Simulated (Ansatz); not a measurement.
The starting structures come from a database of crystals and need not be the phases stable at ambient conditions.

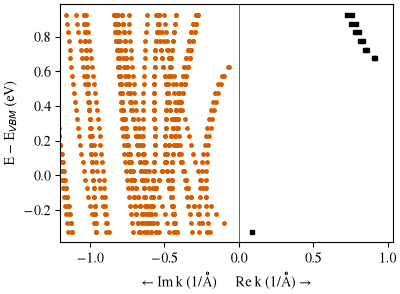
*Complex bands at the centre of the two-dimensional zone; r2SCAN in Ansatz (an electronic-structure program)*

The gap is the functional's own, uncorrected, and κ follows it; spin-orbit coupling is left out. Mid-gap values are interpolated between the computed energies.

Problem. This is LiBi(PdO₂)₂ (P4/nmm, not sure to be the ambient phase, 16 atoms a cell, 13.6 Å³ an atom, -6 GPa at this level) along the normal of (111). Read off the slowest decay at the centre of the two-dimensional zone at 0.33 eV, the computed energy nearest the middle of the gap.

Solution. κ ≈ 0.18 1/Å, a decay length 1/(2κ) of the density of 2.8 Å.
